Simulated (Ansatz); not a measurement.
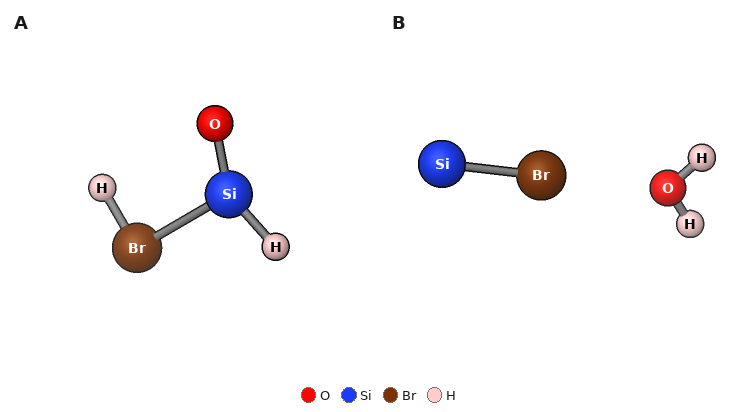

2 stationary structures of one formula. State: charge +1, singlet. Geometries: PBE-D4/def2-SVP. Electronic energies: PBE-D4/def2-SVP (Ansatz 0.2.0), without zero-point energy. No frequency run is at hand to confirm each as a minimum.

Rank them by energy, lowest first.

B is lowest; A lies 82.6 kJ/mol above it (Cs).
